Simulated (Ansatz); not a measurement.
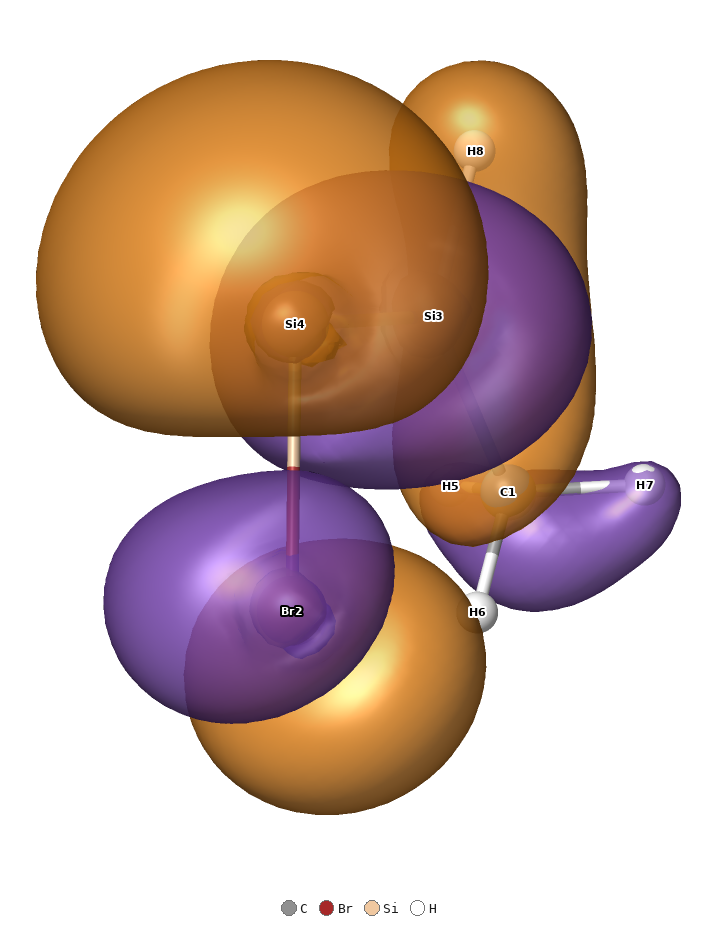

CH4BrSi2 (SMILES C/[SiH]=[Si]\Br) (doublet). The HOMO−1 (α) at ±0.06 Å⁻³ᐟ² (orange and purple are the two phases), seen at an oblique angle.

Geometry: PBE0-D3(BJ)/def2-SVP.

Theory: isolated molecule in a Gaussian basis; Kohn-Sham density functional theory, functional PBE0 in Ansatz 0.2.0.

Input file:

```
crystal:
  periodic: [false, false, false]
  atoms:
    - symbol: C
      position_ang: [-0.829755, 1.716128, -0.628537]
    - symbol: Br
      position_ang: [2.750262, 0.952127, -1.485511]
    - symbol: Si
      position_ang: [-0.098458, 0.175409, 0.146099]
    - symbol: Si
      position_ang: [2.027849, -0.708485, -0.069009]
    - symbol: H
      position_ang: [-1.707352, 1.456796, -1.242601]
    - symbol: H
      position_ang: [-0.080271, 2.212592, -1.261611]
    - symbol: H
      position_ang: [-1.163618, 2.416957, 0.153710]
    - symbol: H
      position_ang: [-1.106759, -0.520473, 1.012963]
basis:
  gaussian:
    orbitals: def2-TZVPD
hamiltonian:
  xc: pbe0
magnetization:
  spin_polarized: true
  initial_magnetization: 1
output:
  forces: true
  orbitals: {seedname: orbitals}
```

Command:

```sh
ansatz run input.yaml --threads 2 --pin off --max-ram 4350MiB --events-out events.jsonl --progress --plain --runs-dir runs
```

Where does this orbital lie, and at what energy?

By Hirshfeld shares it lies mainly on Si4 (about 50 %), Br2 (about 20 %) and Si3 (about 20 %). Its energy is −6.58 eV.
